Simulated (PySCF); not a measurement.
HI, SMILES `I`.

Method: ωB97X/def2-TZVP; geometry: GFN2-xTB; program: PySCF. Core potentials replace the inner electrons of I; spin–orbit coupling isn't included. No frequency check shows the geometry to be a minimum. GFN2-xTB bond lengths at metals and heavier atoms can be off by up to 0.1 Å and shapes distorted, which carries into these values.

Geometry (Å), atoms numbered from 1:

```
I1       0.0291    0.0000    0.0000
H2      -1.5423    0.0000    0.0000
```

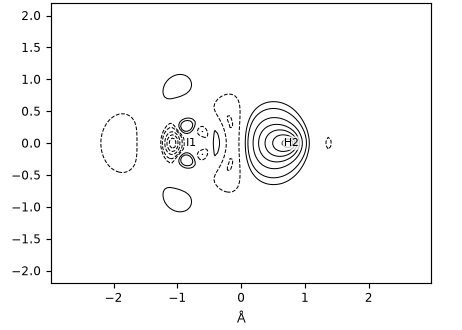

Deformation density (molecule less spherical, spin-averaged free atoms) in a plane that holds the bond; contours at ±0.05 to ±0.8 e/Å³; solid lines: gain, dashed lines: loss.

### How much density has each bond in this plane gained at its critical point, relative to the free atoms?

I1–H2: +0.25 e/Å³ at the bond critical point (bond length 1.57 Å, Mayer order 1.0). In all, 0.4 electrons gather in the regions of gain relative to the promolecule.

### Where do the Hirshfeld charges lie?

The highest Hirshfeld charge is on H2 (+0.04 e), the lowest on I1 (−0.04 e).

```csv
atom,charge (e)
I1,−0.04
H2,+0.04
```

Cost of the run: 4.8 s on 1 thread of Arm Neoverse V1, on a shared host, peak memory 0.18 GiB.
